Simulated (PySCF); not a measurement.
SMILES FB(F)B(F)F, singlet at its PBE/def2-SVP optimised geometry (Å):

```
6

F      1.3392     0.4598     0.0000
B      0.0086     0.4598     0.0000
F     -0.5883     1.6489     0.0000
B     -0.8982    -1.0065    -0.0028
F     -1.3392    -1.5523    -1.1335
F     -1.1941    -1.6489     1.1239
```

Method: PBE/def2-TZVP run with PySCF 2.14.0. Cells within 0.4 Å of a nucleus heavier than hydrogen are left out (blank, or x).

Map of the electrostatic potential (hartree/e), clipped to [-0.08, 0.12] on the plane z = 0.0 Å:

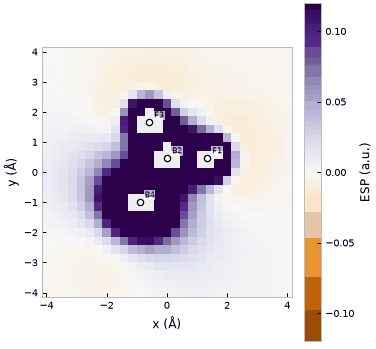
*Electrostatic potential (hartree/e), clipped to [-0.08, 0.12] on the plane z = 0.0 Å.*
